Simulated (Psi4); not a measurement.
# SiH2Br2 (dibromosilane) at BHLYP/def2-SVP

What is the vertical ionisation energy of SiH2Br2 (dibromosilane) at BHLYP/def2-SVP? 

The results are computed with Psi4 1.11.

2 further runs of the same task are left out: 2 that didn't finish.

### 1 Starting point

SiH2Br2 has 5 atoms, charge 0, and is taken as a singlet. SMILES: `Br[SiH2]Br`. Geometry: relaxed at PBE0-D4/def2-TZVP.

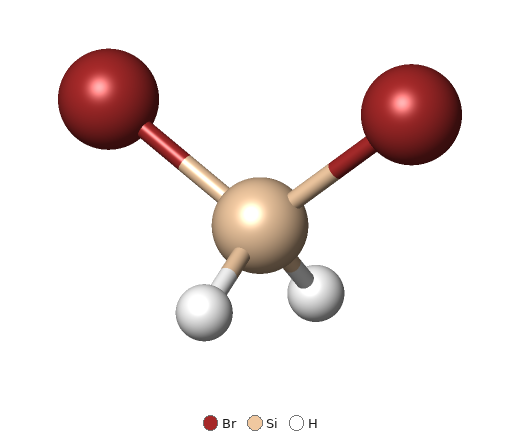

Viewed from a chosen angle; bromine red, silicon light orange, hydrogen white.

### 2 Energy and forces at BHLYP/def2-SVP

Contents of br2h2si.xyz:

```xyz
5
Br2H2Si
Br    -1.672690    -1.239290     0.362310
Si     0.158230    -0.046290     0.054680
Br    -0.295570     1.814160    -1.042010
H      1.103430    -0.843230    -0.751710
H      0.706590     0.314640     1.376730
```

Contents of br2h2si_ase.py:

```python
import numpy as np
from ase.calculators.psi4 import Psi4
from ase.io import read

a = read('br2h2si.xyz')
calc = Psi4(atoms=a, method='bhhlyp', basis='def2-SVP', memory='2200MB', num_threads=1, charge=0, multiplicity=1, label='psi4-calc', reference='rks')
calc.psi4.set_options({'puream': True, 'e_convergence': 1e-09, 'd_convergence': 1e-08, 'scf_type': 'pk', 'dft_radial_points': 99, 'dft_spherical_points': 590})
a.calc = calc

forces = a.get_forces()
print(f'energy: {a.get_potential_energy():.6f} eV')
print('forces / eV A^-1')
print(np.round(forces, 5))
```

Command:

```sh
$ python br2h2si_ase.py
```

psi4-calc.dat:

```text
[...]
  Running in c1 symmetry.
[...]
  Nuclear repulsion =  448.279262821226382
[...]
  Multiplicity = 1
[...]
  Nalpha       = 43
  Nbeta        = 43
[...]
    Number of basis functions: 92
[...]
   @RKS iter   1: -5437.86713561196211   -2.70949e+00   1.89401e-02 DIIS/ADIIS
[...]
   @RKS iter  10: -5438.35583266522644   -9.09495e-12   2.61280e-09 DIIS
[...]
    Orbital Energies [Eh]
    ---------------------
    Doubly Occupied:
       1A   -485.544949     2A   -485.544930     3A    -67.215216
       4A    -63.495608     5A    -63.495593     6A    -57.151937
       7A    -57.151924     8A    -57.150180     9A    -57.150161
      10A    -57.150093    11A    -57.150077    12A     -9.137054
      13A     -9.137042    14A     -6.886141    15A     -6.886128
      16A     -6.878405    17A     -6.878392    18A     -6.878090
      19A     -6.878078    20A     -5.689031    21A     -3.957533
      22A     -3.955918    23A     -3.953837    24A     -2.860348
      25A     -2.860334    26A     -2.857823    27A     -2.857811
      28A     -2.857543    29A     -2.857530    30A     -2.850846
      31A     -2.850842    32A     -2.850834    33A     -2.850830
      34A     -0.902210    35A     -0.877076    36A     -0.622000
[...]
  @RKS Final Energy: -5438.35583266522644
   => Energetics <=
    Nuclear Repulsion Energy =            448.2792628212263821
    One-Electron Energy =               -8461.4708699766342761
    Two-Electron Energy =                2679.0880373275199418
    DFT Exchange-Correlation Energy =    -104.2522628373388329
    Empirical Dispersion Energy =           0.0000000000000000
    VV10 Nonlocal Energy =                  0.0000000000000000
    Total Energy =                      -5438.3558326652273536
[...]
 Multipole Moments:
 ------------------------------------------------------------------------------------
     Multipole            Electronic (a.u.)      Nuclear  (a.u.)        Total (a.u.)
 ------------------------------------------------------------------------------------
 L = 1.  Multiply by 2.5417464519 to convert [e a0] to [Debye]
 Dipole X            :         -5.9571014            6.4150284            0.4579270
 Dipole Y            :          1.7398151           -1.8737448           -0.1339297
 Dipole Z            :         -2.0571235            2.2153550            0.1582316
 Magnitude           :                                                    0.5026644
[...]
  -Total Gradient:
     Atom            X                  Y                   Z
    ------   -----------------  -----------------  -----------------
       1        0.002427172428     0.001854947097    -0.000556378869
       2       -0.004619354784     0.001344851956    -0.001593761166
       3        0.000396027077    -0.002694888964     0.001539964807
       4        0.001240560888    -0.001275369336    -0.001583317916
       5        0.000537608335     0.000775701052     0.002187287797
[...]
```

The script printed:

```text
energy: -147985.199901 eV
forces / eV A^-1
[[-0.12481 -0.09539  0.02861]
 [ 0.23754 -0.06916  0.08195]
 [-0.02036  0.13858 -0.07919]
 [-0.06379  0.06558  0.08142]
 [-0.02764 -0.03989 -0.11247]]
```

Wall time 41 s (1 thread of AMD EPYC (Zen 3), shared host); peak memory 0.87 GiB.

### 3 The doublet cation at the same level

br2h2si.xyz is that of step 2.

Contents of job.py:

```python
import psi4

psi4.set_memory('2200 MB')
psi4.set_num_threads(1)
psi4.set_output_file('br2h2si.out', False)

with open('br2h2si.xyz') as f:
    atoms = ''.join(f.readlines()[2:])
m = psi4.geometry('1 2\n' + atoms + 'symmetry c1')

options = {'reference': 'uks', 'puream': True, 'e_convergence': 1e-09, 'd_convergence': 1e-08, 'scf_type': 'pk', 'dft_radial_points': 99, 'dft_spherical_points': 590, 'maxiter': 100}
psi4.set_options(options)

e_tot, wfn = psi4.gradient("bhhlyp/def2-SVP", molecule=m, return_wfn=True)
psi4.oeprop(wfn, "QUADRUPOLE", "DIPOLE", "MULLIKEN_CHARGES")
print('gradient / Eh bohr^-1')
print(e_tot.np.round(6))
print(f'energy = {wfn.energy():.10f} Eh')
```

Command:

```sh
$ python job.py
```

br2h2si.out:

```text
[...]
  Running in c1 symmetry.
[...]
  Nuclear repulsion =  448.279262821226382
[...]
  Multiplicity = 2
[...]
  Nalpha       = 43
  Nbeta        = 42
[...]
    Number of basis functions: 92
[...]
   @UKS iter   1: -5437.50371625639491   -2.34607e+00   1.84590e-02 DIIS/ADIIS
[...]
   @UKS iter  17: -5437.95369072417361   -6.36646e-12   3.67693e-09 DIIS
[...]
   @S^2 Observed:                7.574081510E-01
[...]
  @UKS Final Energy: -5437.95369072417361
   => Energetics <=
    Nuclear Repulsion Energy =            448.2792628212263821
    One-Electron Energy =               -8440.7630711138554034
    Two-Electron Energy =                2658.5990386180560563
    DFT Exchange-Correlation Energy =    -104.0689210496005188
    Empirical Dispersion Energy =           0.0000000000000000
    VV10 Nonlocal Energy =                  0.0000000000000000
    Total Energy =                      -5437.9536907241727022
[...]
  -Total Gradient:
     Atom            X                  Y                   Z
    ------   -----------------  -----------------  -----------------
       1        0.000056643577     0.003901518665    -0.002111891047
       2        0.002607967668    -0.000714630169     0.000874918534
       3       -0.003055655404    -0.003069874874     0.001100254865
       4       -0.000548951336     0.002090410668     0.004010735771
       5        0.000922407713    -0.002202297745    -0.003880086515
[...]
 Multipole Moments:
 ------------------------------------------------------------------------------------
     Multipole            Electronic (a.u.)      Nuclear  (a.u.)        Total (a.u.)
 ------------------------------------------------------------------------------------
 L = 1.  Multiply by 2.5417464519 to convert [e a0] to [Debye]
 Dipole X            :         -5.4352557            6.4150284            0.9797727
 Dipole Y            :          1.5886314           -1.8737448           -0.2851133
 Dipole Z            :         -1.8775816            2.2153550            0.3377734
 Magnitude           :                                                    1.0748651
 L = 2.  Multiply by 1.3450342976 to convert [e a0^2] to [Debye ang]
 Quadrupole XX       :       -223.7467573          193.7762692          -29.9704880
 Quadrupole XY       :       -238.7440520          240.0611887            1.3171366
[...]
  Mulliken Charges: (a.u.)
   Center  Symbol    Alpha    Beta     Spin     Total
       1    BR    17.65255 17.23852  0.41403  0.10893
       2    SI     6.64180  6.74628 -0.10448  0.61192
       3    BR    17.65271 17.23801  0.41470  0.10927
       4     H     0.52647  0.38859  0.13787  0.08494
       5     H     0.52647  0.38859  0.13788  0.08494
   Total alpha = 43.00000, Total beta = 42.00000, Total charge =  1.00000
```

On the terminal:

```text
gradient / Eh bohr^-1
[[ 5.700e-05  3.902e-03 -2.112e-03]
 [ 2.608e-03 -7.150e-04  8.750e-04]
 [-3.056e-03 -3.070e-03  1.100e-03]
 [-5.490e-04  2.090e-03  4.011e-03]
 [ 9.220e-04 -2.202e-03 -3.880e-03]]
energy = -5437.9536907242 Eh
```

Run time: 70 s. Hardware: 1 thread of AMD EPYC (Zen 3), shared host; peak memory 0.84 GiB.

### 4 Outcome

At BHLYP/def2-SVP:

| quantity | value |
| --- | --- |
| singlet SiH2Br2: total energy | -5438.35583 Eh |
| singlet SiH2Br2: dipole moment | 1.28 D |
| singlet SiH2Br2: HOMO energy | -9.61 eV |
| singlet SiH2Br2: LUMO energy | 0.76 eV |
| singlet SiH2Br2: HOMO–LUMO gap | 10.37 eV |
| singlet SiH2Br2: largest force on an atom | 0.261 eV/Å |
| doublet cation: total energy | -5437.95369 Eh |
| doublet cation: HOMO energy (highest over α and β) | -14.62 eV |
| doublet cation: LUMO energy (lowest over α and β) | -12.23 eV |
| doublet cation: ⟨S²⟩ | 0.757 |
| doublet cation: largest force on an atom | 0.234 eV/Å |
| vertical ionisation energy (to the doublet cation) | 10.943 eV |

Removing an electron at fixed nuclei costs 10.94 eV (1056 kJ/mol). The largest force (singlet SiH2Br2) is 0.26 eV/Å: the shape isn't a stationary point for this species at this level. −ε(HOMO) before ionisation, 9.61 eV, is 1.33 eV below this ionisation energy.
